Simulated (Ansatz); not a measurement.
System: CH7NSi···H2.

```yaml
atoms:
  - { symbol: Si, position_ang: [-0.7323, 0.8008, 0.0481] }
  - { symbol: H, position_ang: [0.7477, -2.9977, -0.8950] }
  - { symbol: H, position_ang: [-2.0543, 0.1180, 0.0161] }
  - { symbol: H, position_ang: [-0.9983, 2.2670, 0.1863] }
  - { symbol: C, position_ang: [0.2912, 0.2571, 1.5076] }
  - { symbol: H, position_ang: [0.5992, -2.2768, -1.0351] }
  - { symbol: N, position_ang: [0.0742, 0.3533, -1.4120] }
  - { symbol: H, position_ang: [-0.2031, 0.5247, 2.4449] }
  - { symbol: H, position_ang: [0.4474, -0.8236, 1.4929] }
  - { symbol: H, position_ang: [1.2705, 0.7436, 1.5001] }
  - { symbol: H, position_ang: [1.0090, 0.6912, -1.5817] }
  - { symbol: H, position_ang: [-0.4510, 0.3421, -2.2723] }
```

The product side of a reaction path; geometry: PBE0-D4/def2-TZVP.

These are results of Ansatz 0.2.0, RKS PBE0-D4/def2-TZVPP, not measurements.

> Predict the electron density and electron localisation function between the atoms.

Si–N (1.73 Å): the density is about 1.1 e/Å³ at the midpoint; the ELF peaks at about 0.90 between the atoms: a polar covalent bond.
C–Si (1.86 Å): ρ at the midpoint is about 0.98 e/Å³; the ELF peaks at about 0.95 between the atoms (a shared electron pair).
C–H (1.09 Å): ρ at the midpoint is about 1.9 e/Å³; the ELF climbs to about 1 towards the hydrogen, as it does in any bond to H; a covalent bond by its length.

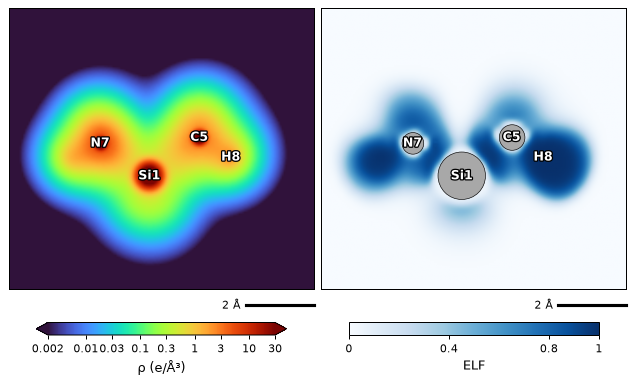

Computed electron density and electron localisation function on the plane of atoms Si1, C5 and H8, in this order. Grey discs cover the atomic cores in the ELF map. 
